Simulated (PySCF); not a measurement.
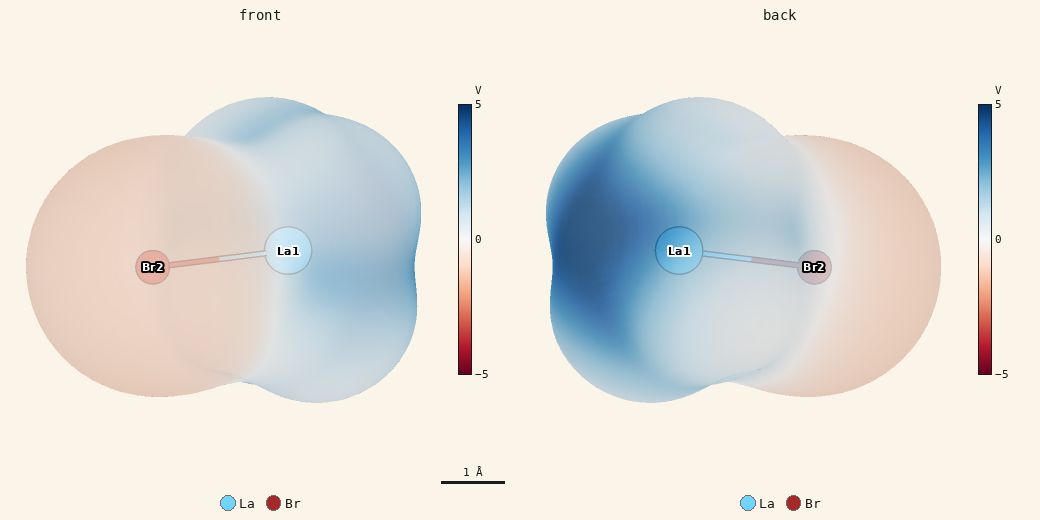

LaBr (triplet). The molecular electrostatic potential painted on the density surface at 0.002 e/bohr³, seen from the front and from behind; red is negative and blue positive.

All numbers below come from PBE0/x2c-SVPall, spin-free X2C-1e, Gaussian nucleus, at a bond length of 2.709 Å (PySCF).

```xyz
2

La    0.0000    0.0000   -0.9815
Br    0.0000    0.0000    1.7275
```

Question: Which sites attract a positive test charge, and which a negative one?

Answer: A positive charge is drawn to the negative regions and a negative charge to the positive ones. The most negative region (about −0.9 V) lies over Br2, the most positive (about +4.6 V) over La1.
